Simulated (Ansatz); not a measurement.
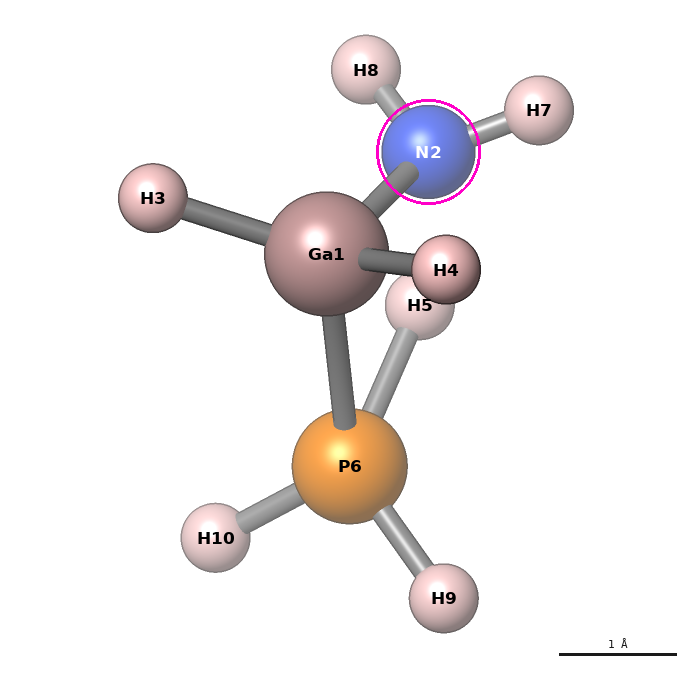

The picture comes from a calculation with Ansatz.

Orthographic view. Distant atoms are faded towards the background colour. Geometry: start.

Question: Name the neighbours of the circled atom.

Answer: The circled atom is N2; it is bonded to Ga1, H7, H8.

Question: Of Ga1 and P6, which is nearer the viewer?

Answer: Ga1; the bond to P6 points away from the viewer, so it looks shorter than its 2.38 Å.

Question: Which atom is nearest the viewer?

Answer: H4, 2.3 Å in front of the mean position.

Question: What is the shortest path along bonds from the circled atom to H10?

Answer: N2–Ga1–P6–H10, 3 bonds; through space the two are 3.81 Å apart.
